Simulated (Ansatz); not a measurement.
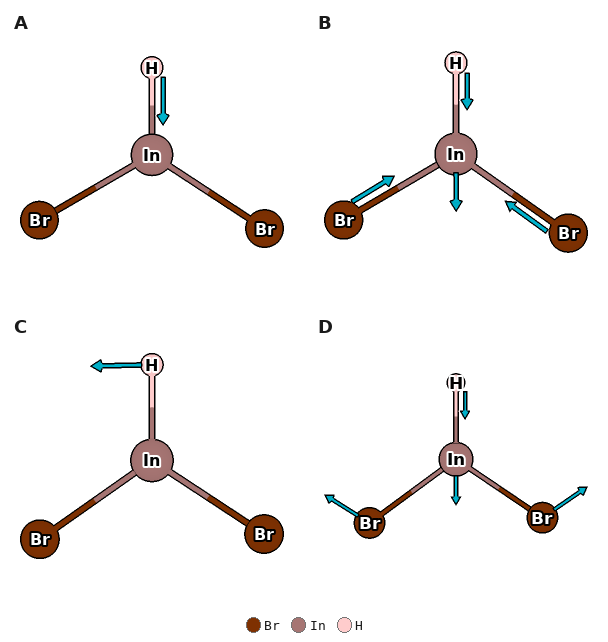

4 normal modes of one molecule or complex, as arrows. Harmonic vibrations computed with RKS PBE0-D4/def2-TZVP, core potentials on In (Ansatz 0.2.0) at a stationary point of the same level.

### Match the panels to the wavenumbers 69 cm⁻¹, 246 cm⁻¹, 461 cm⁻¹, 1894 cm⁻¹.

A: 1894 cm⁻¹, In–H stretching
B: 246 cm⁻¹, in-phase stretching of 2 In–Br bonds
C: 461 cm⁻¹, Br–In–H bending
D: 69 cm⁻¹, Br–In–Br bending
